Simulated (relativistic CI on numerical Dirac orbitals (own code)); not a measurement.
# Tm²⁸⁺: one ion under different settings

Aim: see what numerical and physical settings do to the SCF, the total energy and the lowest levels of Tm²⁸⁺.

Program: relativistic CI on numerical Dirac orbitals (own code) version 3. Level of theory: Dirac-Coulomb-Breit CI, KLI orbitals optimised for each configuration, model QED (radiative potential, 1s self-energy scaled to tabulated hydrogen-like ionisation energies), numerical settings as typed. These are calculated values, not measurements, unless marked.

## Step 1: Starting point

```
ion            : Tm²⁸⁺ (Tm XXIX)
nuclear charge : 69
electrons      : 41
isotope        : A = 169
```

## Step 2: An attempt

Settings, as recorded:

```ini
atom Tm  Z=69  charge=28  electrons=41
nucleus A=169  rms_radius_fm=5.2256
hamiltonian dirac-coulomb  breit=on  qed=on  c_scale=1
orbitals kli  potential=per-configuration
slater_scale 1
correlation none
mixing on
grid step=0.0125 r_max=5.1
scf mixing=0.4 start=green max_iterations=60 tolerance=2e-08 node_fill=0.05
configurations
  [Kr] 4d5
  [Ar] 3d10 4s2 4p5 4d6
  [Ar] 3d10 4s2 4p4 4d7 5s
end
```

Command:

```bash
$ python run_levels.py task.json out
```

One command runs all members of the session, one after another, from task.json.

Results of the run (chosen fields of its result record, rounded):

```text
{
  "status": "refused",
  "warnings": ["configuration [Ar] 3d10 4s2 4p4 4d7 5s has 42 electrons, the ion has 41"]
}
```

It took 0.00054 s on 1 thread of Neoverse-V2, shared host.

Diagnosis: the program refused the input. The electrons of a configuration don't add up to Z less the charge. The input had one electron too many in the last configuration. The cure is to make charge and configurations agree.

## Step 3: With the usual settings

Changes to the settings of step 2:

```diff
@@ -8,3 +8,3 @@
 grid step=0.0125 r_max=5.1
-scf mixing=0.4 start=green max_iterations=60 tolerance=2e-08 node_fill=0.05
+scf mixing=0.4 start=green max_iterations=150 tolerance=2e-08 node_fill=0.05
 configurations
@@ -12,3 +12,3 @@
   [Ar] 3d10 4s2 4p5 4d6
-  [Ar] 3d10 4s2 4p4 4d7 5s
+  [Ar] 3d10 4s2 4p4 4d7
 end
```

Result record:

```text
{
  "status": "converged",
  "levels [i, E_cm, J2, conf, term, w_term, w_jj]": [
    [0, 0, 5, "4p6 4d5", "4P", 0.3119, 0.7874],
    [1, 64937.925, 5, "4p6 4d5", "6S", 0.3611, 0.6924],
    [2, 101959.1, 7, "4p6 4d5", "4G", 0.3896, 0.9741],
    [3, 103200.32, 3, "4p6 4d5", "4D", 0.4011, 0.9537],
    [4, 110252.59, 11, "4p6 4d5", "4G", 0.4482, 0.9484],
    [5, 119934.6, 9, "4p6 4d5", "4G", 0.4398, 0.889],
    [6, 123733.58, 5, "4p6 4d5", "4D", 0.3731, 0.7793],
    [7, 127091.2, 1, "4p6 4d5", "4P", 0.5536, 0.7758],
    [8, 142888.21, 7, "4p6 4d5", "2F", 0.3574, 0.9039],
    [9, 163826.95, 5, "4p6 4d5", "2D", 0.3361, 0.6954],
    [10, 171087.62, 3, "4p6 4d5", "2D", 0.5367, 0.6866],
    [11, 184078.06, 7, "4p6 4d5", "4D", 0.4986, 0.9463],
    [12, 190869.08, 11, "4p6 4d5", "2I", 0.5425, 0.9521],
    [13, 195465.26, 9, "4p6 4d5", "4G", 0.4914, 0.8878],
    "... 16 more rows left out ..."
  ],
  "total_energy [Ha]": -13173.102174,
  "n_levels_all": 478,
  "overlap": 1.56588e-11,
  "scf_iterations": [10, 10, 10],
  "orbital_energies [Ha]": {"1s": -2211.09, "2s": -404.095, "2p1/2": -386.834, "2p3/2": -350.914, "3s": -119.414, "3p1/2": -111.909, "3p3/2": -104.194, "3d3/2": -91.5291, "3d5/2": -89.8406, "4s": -49.496, "4p1/2": -46.3649, "4p3/2": -44.2065, "4d3/2": -39.0554, "4d5/2": -38.605},
  "configurations [conf, odd, states, E_av_Ha, breit_Ha, qed_Ha]": [
    ["4p6 4d5", 0, 252, -13194.49175, 13.37, 9.083],
    ["4p5 4d6", 1, 1260, -13187.99493, 13.34, 9.08],
    ["4p4 4d7", 0, 1800, -13181.39692, 13.32, 9.076]
  ],
  "scf_steps of the first configuration [iteration, E_Ha, residual, outer_eigenvalue_Ha]": [
    [1, -13016.43999, 6.38, -65.32],
    [2, -13145.55389, 3.4, -51.4],
    [3, -13194.26228, 0.188, -38.73],
    [4, -13194.43142, 0.127, -39.11],
    [5, -13194.49158, 0.00115, -38.61],
    [6, -13194.49174, 0.000354, -38.61],
    [7, -13194.49175, 4.1e-05, -38.61],
    [8, -13194.49175, 1.37e-06, -38.61],
    [9, -13194.49175, 2.05e-06, -38.61],
    [10, -13194.49175, 8.59e-09, -38.61]
  ]
}
```

Wall time 0.19 s (1 thread of Neoverse-V2, shared host).

## Step 4: Iteration limit 30

Changes to the settings of step 3:

```diff
@@ -8,3 +8,3 @@
 grid step=0.0125 r_max=5.1
-scf mixing=0.4 start=green max_iterations=150 tolerance=2e-08 node_fill=0.05
+scf mixing=0.4 start=green max_iterations=30 tolerance=2e-08 node_fill=0.05
 configurations
```

Result record:

```text
{
  "status": "converged",
  "levels [i, E_cm, J2, conf, term, w_term]": [
    [0, 0, 5, "4p6 4d5", "4P", 0.3119],
    [1, 64937.925, 5, "4p6 4d5", "6S", 0.3611],
    [2, 101959.1, 7, "4p6 4d5", "4G", 0.3896],
    [3, 103200.32, 3, "4p6 4d5", "4D", 0.4011],
    [4, 110252.59, 11, "4p6 4d5", "4G", 0.4482],
    [5, 119934.6, 9, "4p6 4d5", "4G", 0.4398],
    [6, 123733.58, 5, "4p6 4d5", "4D", 0.3731],
    [7, 127091.2, 1, "4p6 4d5", "4P", 0.5536],
    "... 22 more rows left out ..."
  ],
  "total_energy [Ha]": -13173.102174,
  "n_levels_all": 478,
  "overlap": 1.56588e-11,
  "scf_iterations": [10, 10, 10],
  "orbital_energies [Ha]": {"1s": -2211.09, "2s": -404.095, "2p1/2": -386.834, "2p3/2": -350.914, "3s": -119.414, "3p1/2": -111.909, "3p3/2": -104.194, "3d3/2": -91.5291, "3d5/2": -89.8406, "4s": -49.496, "4p1/2": -46.3649, "4p3/2": -44.2065, "4d3/2": -39.0554, "4d5/2": -38.605},
  "configurations [conf, odd, states, E_av_Ha, breit_Ha, qed_Ha]": [
    ["4p6 4d5", 0, 252, -13194.49175, 13.37, 9.083],
    ["4p5 4d6", 1, 1260, -13187.99493, 13.34, 9.08],
    ["4p4 4d7", 0, 1800, -13181.39692, 13.32, 9.076]
  ],
  "scf_steps of the first configuration [iteration, E_Ha, residual, outer_eigenvalue_Ha]": [
    [1, -13016.43999, 6.38, -65.32],
    [2, -13145.55389, 3.4, -51.4],
    [3, -13194.26228, 0.188, -38.73],
    [4, -13194.43142, 0.127, -39.11],
    [5, -13194.49158, 0.00115, -38.61],
    [6, -13194.49174, 0.000354, -38.61],
    [7, -13194.49175, 4.1e-05, -38.61],
    [8, -13194.49175, 1.37e-06, -38.61],
    [9, -13194.49175, 2.05e-06, -38.61],
    [10, -13194.49175, 8.59e-09, -38.61]
  ]
}
```

Run time: 0.18 s. Hardware: 1 thread of Neoverse-V2, shared host.

## Step 5: Tolerance 0.0001

Changes to the settings of step 4:

```diff
@@ -8,3 +8,3 @@
 grid step=0.0125 r_max=5.1
-scf mixing=0.4 start=green max_iterations=30 tolerance=2e-08 node_fill=0.05
+scf mixing=0.4 start=green max_iterations=150 tolerance=0.0001 node_fill=0.05
 configurations
```

Result record:

```text
{
  "status": "converged",
  "levels [i, E_cm, J2, conf, term, w_term]": [
    [0, 0, 5, "4p6 4d5", "4P", 0.3119],
    [1, 64937.789, 5, "4p6 4d5", "6S", 0.3611],
    [2, 101959.02, 7, "4p6 4d5", "4G", 0.3896],
    [3, 103200.24, 3, "4p6 4d5", "4D", 0.4011],
    [4, 110252.52, 11, "4p6 4d5", "4G", 0.4482],
    [5, 119934.53, 9, "4p6 4d5", "4G", 0.4398],
    [6, 123733.48, 5, "4p6 4d5", "4D", 0.3731],
    [7, 127091.1, 1, "4p6 4d5", "4P", 0.5536],
    "... 22 more rows left out ..."
  ],
  "total_energy [Ha]": -13173.102162,
  "n_levels_all": 478,
  "overlap": 1.56542e-11,
  "scf_iterations": [7, 7, 7],
  "orbital_energies [Ha]": {"1s": -2211.09, "2s": -404.095, "2p1/2": -386.835, "2p3/2": -350.915, "3s": -119.414, "3p1/2": -111.91, "3p3/2": -104.194, "3d3/2": -91.5295, "3d5/2": -89.841, "4s": -49.4961, "4p1/2": -46.365, "4p3/2": -44.2066, "4d3/2": -39.0556, "4d5/2": -38.6051},
  "configurations [conf, odd, states, E_av_Ha, breit_Ha, qed_Ha]": [
    ["4p6 4d5", 0, 252, -13194.49175, 13.37, 9.083],
    ["4p5 4d6", 1, 1260, -13187.99493, 13.34, 9.08],
    ["4p4 4d7", 0, 1800, -13181.39692, 13.32, 9.076]
  ],
  "scf_steps of the first configuration [iteration, E_Ha, residual, outer_eigenvalue_Ha]": [
    [1, -13016.43999, 6.38, -65.32],
    [2, -13145.55389, 3.4, -51.4],
    [3, -13194.26228, 0.188, -38.73],
    [4, -13194.43142, 0.127, -39.11],
    [5, -13194.49158, 0.00115, -38.61],
    [6, -13194.49174, 0.000354, -38.61],
    [7, -13194.49175, 4.1e-05, -38.61]
  ]
}
```

Wall time 0.17 s (1 thread of Neoverse-V2, shared host).

## Step 6: Start potential bare

Changes to the settings of step 5:

```diff
@@ -8,3 +8,3 @@
 grid step=0.0125 r_max=5.1
-scf mixing=0.4 start=green max_iterations=150 tolerance=0.0001 node_fill=0.05
+scf mixing=0.4 start=bare max_iterations=150 tolerance=2e-08 node_fill=0.05
 configurations
```

Result record:

```text
{
  "status": "converged",
  "levels [i, E_cm, J2, conf, term, w_term]": [
    [0, 0, 5, "4p6 4d5", "4P", 0.3119],
    [1, 64937.925, 5, "4p6 4d5", "6S", 0.3611],
    [2, 101959.1, 7, "4p6 4d5", "4G", 0.3896],
    [3, 103200.32, 3, "4p6 4d5", "4D", 0.4011],
    [4, 110252.59, 11, "4p6 4d5", "4G", 0.4482],
    [5, 119934.6, 9, "4p6 4d5", "4G", 0.4398],
    [6, 123733.58, 5, "4p6 4d5", "4D", 0.3731],
    [7, 127091.2, 1, "4p6 4d5", "4P", 0.5536],
    "... 22 more rows left out ..."
  ],
  "total_energy [Ha]": -13173.102174,
  "n_levels_all": 478,
  "overlap": 1.56597e-11,
  "scf_iterations": [11, 12, 12],
  "orbital_energies [Ha]": {"1s": -2211.09, "2s": -404.095, "2p1/2": -386.834, "2p3/2": -350.914, "3s": -119.414, "3p1/2": -111.909, "3p3/2": -104.194, "3d3/2": -91.5291, "3d5/2": -89.8406, "4s": -49.496, "4p1/2": -46.3649, "4p3/2": -44.2065, "4d3/2": -39.0554, "4d5/2": -38.605},
  "configurations [conf, odd, states, E_av_Ha, breit_Ha, qed_Ha]": [
    ["4p6 4d5", 0, 252, -13194.49175, 13.37, 9.083],
    ["4p5 4d6", 1, 1260, -13187.99493, 13.34, 9.08],
    ["4p4 4d7", 0, 1800, -13181.39692, 13.32, 9.076]
  ],
  "scf_steps of the first configuration [iteration, E_Ha, residual, outer_eigenvalue_Ha]": [
    [1, -12693.37605, 12.5, -150.2],
    [2, -13031.00112, 7.73, -97.19],
    [3, -13185.99444, 1.3, -37.32],
    [4, -13190.3611, 1.03, -41.92],
    [5, -13194.48977, 0.0182, -38.66],
    [6, -13194.49164, 0.00311, -38.6],
    [7, -13194.49176, 0.000394, -38.6],
    [8, -13194.49175, 1.99e-05, -38.61],
    [9, -13194.49175, 7.51e-06, -38.61],
    [10, -13194.49175, 1.7e-07, -38.61],
    [11, -13194.49175, 1.84e-08, -38.61]
  ]
}
```

It took 0.2 s on 1 thread of Neoverse-V2, shared host.

## Step 7: Slater scale 0.6

Settings, as recorded:

```ini
atom Tm  Z=69  charge=28  electrons=41
nucleus A=169  rms_radius_fm=5.2256
hamiltonian dirac-coulomb  breit=on  qed=on  c_scale=1
orbitals kli  potential=per-configuration
slater_scale 0.6
correlation none
mixing on
grid step=0.0125 r_max=5.1
scf mixing=0.4 start=green max_iterations=150 tolerance=2e-08 node_fill=0.05
configurations
  [Kr] 4d5
  [Ar] 3d10 4s2 4p5 4d6
  [Ar] 3d10 4s2 4p4 4d7
end
```

Result record:

```text
{
  "status": "converged",
  "levels [i, E_cm, J2, conf, term, w_term]": [
    [0, 0, 5, "4p6 4d5", "4P", 0.2733],
    [1, 71932.389, 5, "4p6 4d5", "6S", 0.3756],
    [2, 93988.054, 7, "4p6 4d5", "4G", 0.338],
    [3, 95772.5, 3, "4p6 4d5", "4D", 0.3909],
    [4, 98687.317, 11, "4p6 4d5", "2H", 0.4247],
    [5, 106179.65, 9, "4p6 4d5", "4G", 0.3098],
    [6, 111039.91, 5, "4p6 4d5", "4D", 0.302],
    [7, 115051.52, 1, "4p6 4d5", "4P", 0.4578],
    "... 22 more rows left out ..."
  ],
  "total_energy [Ha]": -13172.983963,
  "n_levels_all": 478,
  "overlap": 1.56588e-11,
  "scf_iterations": [10, 10, 10],
  "orbital_energies [Ha]": {"1s": -2211.09, "2s": -404.095, "2p1/2": -386.834, "2p3/2": -350.914, "3s": -119.414, "3p1/2": -111.909, "3p3/2": -104.194, "3d3/2": -91.5291, "3d5/2": -89.8406, "4s": -49.496, "4p1/2": -46.3649, "4p3/2": -44.2065, "4d3/2": -39.0554, "4d5/2": -38.605},
  "configurations [conf, odd, states, E_av_Ha, breit_Ha, qed_Ha]": [
    ["4p6 4d5", 0, 252, -13194.49175, 13.37, 9.083],
    ["4p5 4d6", 1, 1260, -13187.99493, 13.34, 9.08],
    ["4p4 4d7", 0, 1800, -13181.39692, 13.32, 9.076]
  ],
  "scf_steps of the first configuration [iteration, E_Ha, residual, outer_eigenvalue_Ha]": [
    [1, -13016.43999, 6.38, -65.32],
    [2, -13145.55389, 3.4, -51.4],
    [3, -13194.26228, 0.188, -38.73],
    [4, -13194.43142, 0.127, -39.11],
    [5, -13194.49158, 0.00115, -38.61],
    [6, -13194.49174, 0.000354, -38.61],
    [7, -13194.49175, 4.1e-05, -38.61],
    [8, -13194.49175, 1.37e-06, -38.61],
    [9, -13194.49175, 2.05e-06, -38.61],
    [10, -13194.49175, 8.59e-09, -38.61]
  ]
}
```

Wall time 0.19 s (1 thread of Neoverse-V2, shared host).

## Step 8: Nuclear radius 522.56

Settings, as recorded:

```ini
atom Tm  Z=69  charge=28  electrons=41
nucleus A=169  rms_radius_fm=522.5600
hamiltonian dirac-coulomb  breit=on  qed=on  c_scale=1
orbitals kli  potential=per-configuration
slater_scale 1
correlation none
mixing on
grid step=0.0125 r_max=5.1
scf mixing=0.4 start=green max_iterations=71 tolerance=2e-08 node_fill=0.05
configurations
  [Kr] 4d5
  [Ar] 3d10 4s2 4p5 4d6
  [Ar] 3d10 4s2 4p4 4d7
end
```

Result record:

```text
{
  "status": "converged",
  "levels [i, E_cm, J2, conf, term, w_term]": [
    [0, 0, 5, "4p6 4d5", "4P", 0.3113],
    [1, 66752.681, 5, "4p6 4d5", "6S", 0.365],
    [2, 104119.2, 7, "4p6 4d5", "4G", 0.386],
    [3, 105377.98, 3, "4p6 4d5", "4D", 0.4],
    [4, 112588.16, 11, "4p6 4d5", "4G", 0.4434],
    [5, 122395.3, 9, "4p6 4d5", "4G", 0.4323],
    [6, 126384.61, 5, "4p6 4d5", "4D", 0.3717],
    [7, 129720.9, 1, "4p6 4d5", "4P", 0.5505],
    "... 22 more rows left out ..."
  ],
  "total_energy [Ha]": -11722.910535,
  "n_levels_all": 478,
  "overlap": 2.16382e-11,
  "scf_iterations": [10, 10, 10],
  "orbital_energies [Ha]": {"1s": -1622.02, "2s": -326.033, "2p1/2": -381.993, "2p3/2": -353.867, "3s": -102.0, "3p1/2": -110.926, "3p3/2": -105.113, "3d3/2": -92.7144, "3d5/2": -90.9826, "4s": -44.4507, "4p1/2": -46.1101, "4p3/2": -44.494, "4d3/2": -39.4015, "4d5/2": -38.9389},
  "configurations [conf, odd, states, E_av_Ha, breit_Ha, qed_Ha]": [
    ["4p6 4d5", 0, 252, -11734.08899, 9.539, 2.73],
    ["4p5 4d6", 1, 1260, -11727.83697, 9.514, 2.726],
    ["4p4 4d7", 0, 1800, -11721.48402, 9.489, 2.722]
  ],
  "scf_steps of the first configuration [iteration, E_Ha, residual, outer_eigenvalue_Ha]": [
    [1, -11569.43578, 6.12, -65.32],
    [2, -11688.87856, 3.26, -51.62],
    [3, -11733.87589, 0.179, -39.07],
    [4, -11734.04255, 0.115, -39.43],
    [5, -11734.08886, 0.000849, -38.94],
    [6, -11734.08897, 0.000284, -38.94],
    [7, -11734.08899, 6.47e-05, -38.94],
    [8, -11734.08899, 1.32e-06, -38.94],
    [9, -11734.08899, 9.65e-07, -38.94],
    [10, -11734.08899, 8.41e-09, -38.94]
  ]
}
```

It took 0.19 s on 1 thread of Neoverse-V2, shared host.

This setting is unsound; the numbers are not properties of the ion.

## Step 9: Comparison

| setting | total energy less usual (Ha) | largest shift of a level among the lowest eight of both runs, same label and place (cm⁻¹) | SCF iterations | time | lowest level | kind of change |
| --- | --- | --- | --- | --- | --- | --- |
| usual | 0 | 0 | 30 | 0.19 s | 4d5 [4d5/2] J=5/2 | - |
| iteration limit 30 | 0 | 0 | 30 | 0.18 s | 4d5 [4d5/2] J=5/2 | numerical |
| tolerance 0.0001 | 1.19e-05 | 0.135 | 21 | 0.17 s | 4d5 [4d5/2] J=5/2 | numerical |
| start potential bare | 0 | 0 | 35 | 0.2 s | 4d5 [4d5/2] J=5/2 | numerical |
| Slater scale 0.6 | 0.118 | 13800 | 30 | 0.19 s | 4d5 [4d5/2] J=5/2 | model term |
| nuclear radius 522.56 | 1.45e+03 | 2650 | 30 | 0.19 s | 4d5 [4d5/2] J=5/2 | unsound |

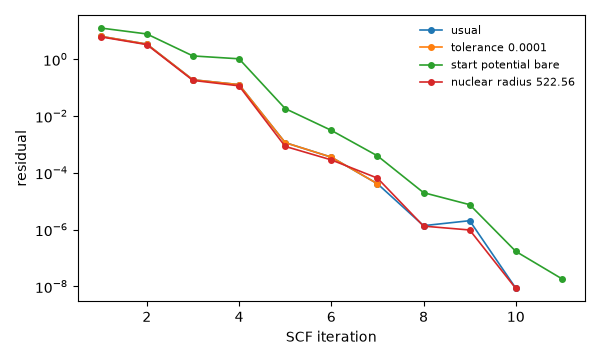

Residual of the first configuration's SCF.

## Step 10: Outcome

```
                    quantity              value
lowest level, usual settings  4d5 [4d5/2] J=5/2
                total energy     -13173.1022 Ha
            first excitation         64938 cm⁻¹
       runs without a result                  1
```

What this shows: Among the runs whose levels can be followed, they move most under «Slater scale 0.6» (model term), by up to 13800 cm⁻¹. No visible change in the result comes from «iteration limit 30» or «start potential bare». Only the listed configurations are in the model.
